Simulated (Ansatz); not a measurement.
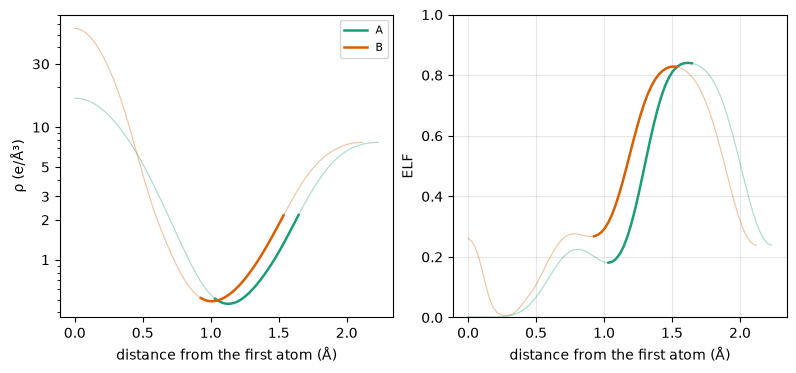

Figure. SnGeO2. Valence pseudo-density and ELF along straight lines between neighbouring atoms. Thin, pale parts lie inside the atomic spheres.

Space group P4mm; a structure generated by program, which may or may not match a known phase.

Computed with DFT PBE, scalar-relativistic, plane waves, PAW (Ansatz 0.2.0).

The density is the valence pseudo-density of a PAW calculation; it isn't the true density close to the nuclei.

```
CELL_PARAMETERS angstrom
3.74830 0.00000 0.00000
0.00000 3.74830 0.00000
0.00000 0.00000 4.80733
ATOMIC_POSITIONS crystal
Sn 0.50000 0.50000 0.24054
Ge 0.00000 0.00000 0.78292
O 0.00000 0.50000 0.98827
O 0.50000 0.00000 0.98827
```

Q: Which curve belongs to which contact (Ge–O and Sn–O)? The first atom named is at distance zero.

A: Curve A: Sn–O (2.23 Å): ρ is about 0.47 e/Å³ halfway; the ELF peaks at about 0.85 in the valence shell of O, 0.6 Å from its nucleus, and is about 0.20 at the midpoint; no shared electron pair shows on this line. Curve B: Ge–O (2.12 Å): ρ is about 0.5 e/Å³ halfway; the ELF peaks at about 0.85 in the valence shell of O, 0.6 Å from its nucleus, and is about 0.35 at the midpoint.
